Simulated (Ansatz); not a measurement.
Consider CH2BN.

```yaml
atoms:
  - { symbol: B, position_ang: [-0.6707, -0.1266, -0.2763] }
  - { symbol: C, position_ang: [0.6178, 0.2941, 0.2081] }
  - { symbol: N, position_ang: [0.3549, -0.9809, 0.2397] }
  - { symbol: H, position_ang: [-1.7595, -0.0959, -0.7280] }
  - { symbol: H, position_ang: [1.5074, 0.8357, 0.5151] }
```

Geometry: PBE0-D4/def2-TZVP.

Method: RKS PBE0-D4/def2-TZVPP (Ansatz).

**What can the converged electron density and electron localisation function tell about the bonding?**

C–N (1.30 Å): the density is about 2.7 e/Å³ at the midpoint; the ELF peaks at about 0.85 between the atoms: a covalent bond.
B–N (1.43 Å): the density is about 1.8 e/Å³ at the midpoint; the ELF peaks at about 0.85 between the atoms: a shared but strongly polarised pair.
C–B (1.44 Å): ρ is about 1.6 e/Å³ halfway; the ELF peaks at about 0.80 between the atoms (localised, covalent bonding).
C–H (1.09 Å): the density is about 2.1 e/Å³ at the midpoint; the ELF climbs to about 1 towards the hydrogen, as it does in any bond to H (a covalent bond by its length).

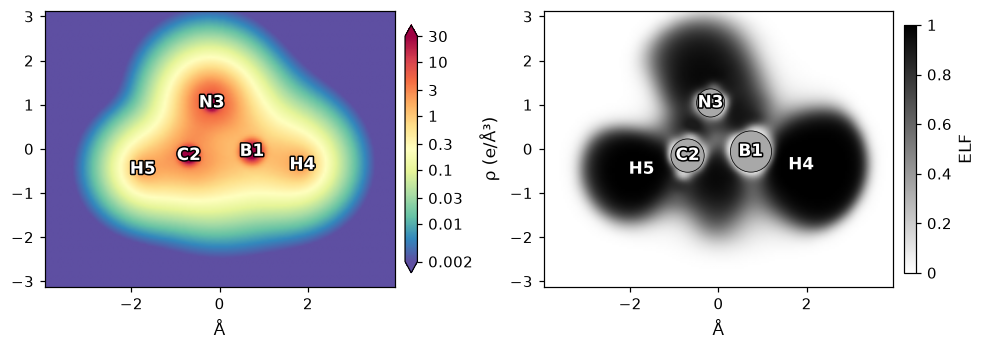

Computed electron density and electron localisation function on the molecular plane, in this order. Grey discs cover the atomic cores in the ELF map. 
